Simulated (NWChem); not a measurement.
# SiH2SF (SMILES F[SiH2][S]) at UHF/jorge-TZP

What is the vertical ionisation energy of SiH2SF at UHF/jorge-TZP? 

The calculation is run with NWChem 7.3.0.

1 further run of the same task is left out (set aside as unsound or not needed).

**1. Starting point**

The species is SiH2SF (5 atoms), meant as a doublet with charge 0. As SMILES, `F[SiH2][S]`. Geometry: relaxed at PBE0-D4/def2-TZVP.

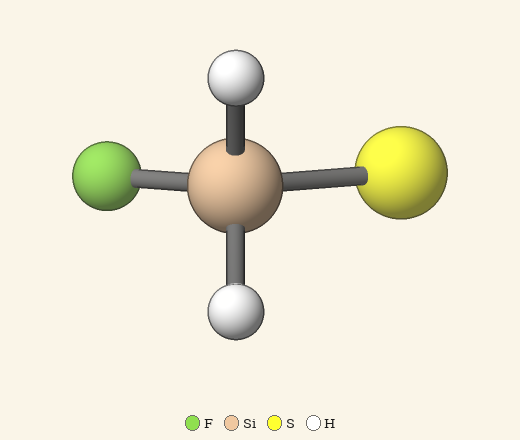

The structure, seen from a chosen angle (fluorine green, silicon light orange, sulfur yellow, hydrogen white).

**2. The energy at UHF/jorge-TZP**

Input file work.nw:

```
start work
title "FH2SSi"
memory total 2200 mb
geometry noautosym nocenter noautoz
   F       -0.324300      -0.023300       1.585400
   Si       0.086000      -0.081000       0.044500
   S       -1.148000       1.061300      -1.211000
   H       -0.023500      -1.493100      -0.391000
   H        1.459700       0.462600      -0.069300
end
basis spherical bse
   * library jorge-TZP
end
scf
   doublet
   uhf
   thresh 1e-08
   maxiter 80
   print low
end
task scf
```

The run is started by

```sh
$ nwchem work.nw > work.out
```

What it wrote:

```text
[...]
  functions       =   139
[...]
  wavefunction    = UHF
[...]
         Total SCF energy =   -787.206926018700
      One electron energy =  -1375.500154291079
      Two electron energy =    445.649516203684
 Nuclear repulsion energy =    142.643712068695
                       Sz =      0.5000
                 Sz(Sz+1) =      0.7500
                      S^2 =      0.7621
[...]
```

Wall time 67 s (1 thread of AMD EPYC 9R45 (Zen 5), shared host); peak memory 0.11 GiB.

**3. The singlet cation**

Input file fh2ssi.nw:

```
start fh2ssi
memory total 2200 mb
charge 1

geometry units angstrom noautosym nocenter noautoz
   F    -0.324300   -0.023300    1.585400
   Si    0.086000   -0.081000    0.044500
   S    -1.148000    1.061300   -1.211000
   H    -0.023500   -1.493100   -0.391000
   H     1.459700    0.462600   -0.069300
end

basis spherical bse
   * library jorge-TZP
end

scf
   singlet
   rhf
   thresh 1e-08
   maxiter 80
   noprint "final vectors analysis"
end

task scf energy
```

The run is started by

```sh
$ nwchem fh2ssi.nw > fh2ssi.out
```

What it wrote:

```text
[...]
  functions       =   139
[...]
  wavefunction    = RHF
[...]
         Total SCF energy =   -786.788966395733
      One-electron energy =  -1364.601670641539
      Two-electron energy =    435.168992177111
 Nuclear repulsion energy =    142.643712068695
        Time for solution =     32.4s
[...]
```

It took 33 s on 1 thread of AMD EPYC 9R45 (Zen 5), shared host; peak memory 0.11 GiB.

**4. Summary of results**

At UHF/jorge-TZP:

| quantity | value |
| --- | --- |
| doublet SiH2SF: total energy | -787.20693 Eh |
| doublet SiH2SF: ⟨S²⟩ | 0.762 |
| singlet cation: total energy | -786.78897 Eh |
| vertical ionisation energy (to the singlet cation) | 11.373 eV |

What this shows: The vertical ionisation energy comes to 11.37 eV (1097 kJ/mol). Only the singlet of the ionised species was computed; a triplet could lie lower. Mulliken charges (singlet cation) run from -0.37 on F1 to +0.73 on Si2.
